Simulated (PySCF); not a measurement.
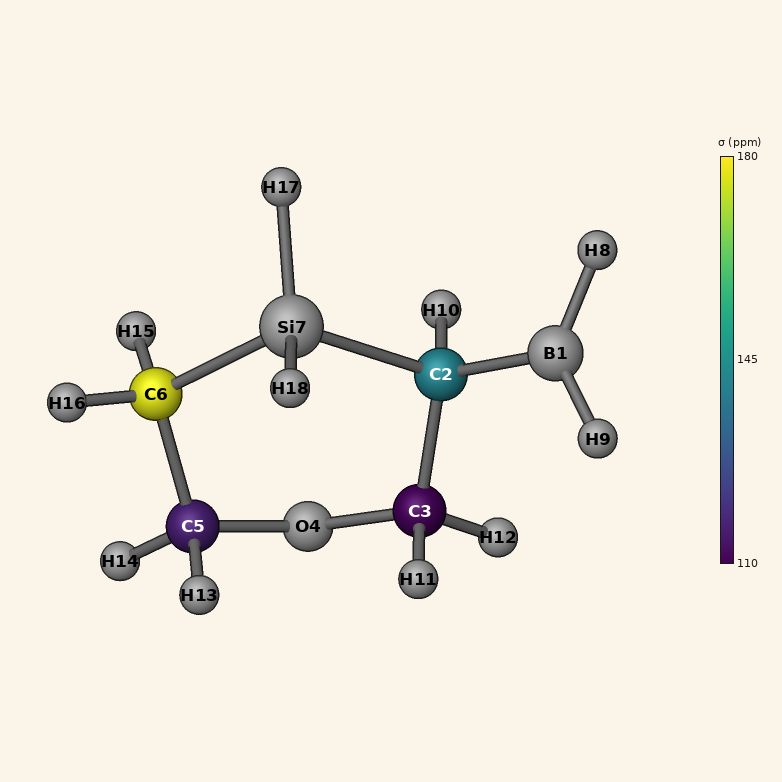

Atoms are coloured by their isotropic NMR shieldings (C only, the others grey). The geometry was computed by an optimisation with GFN2-xTB. No frequency run is at hand to confirm it as a minimum. Properties computed with GIAO PBE0/pcSseg-1 NMR shielding, non-relativistic, gas phase (PySCF 2.14.0).

Give the isotropic NMR shieldings of the C atoms atom by atom.

| atom | σ (ppm) |
| --- | --- |
| C2 | 141.4 |
| C3 | 111.0 |
| C5 | 116.3 |
| C6 | 176.6 |

The geometry is semi-empirical. Around B, Si such bond lengths and angles can be off by a tenth of an ångström or more and by several degrees, and values that hang on the shape move with them.
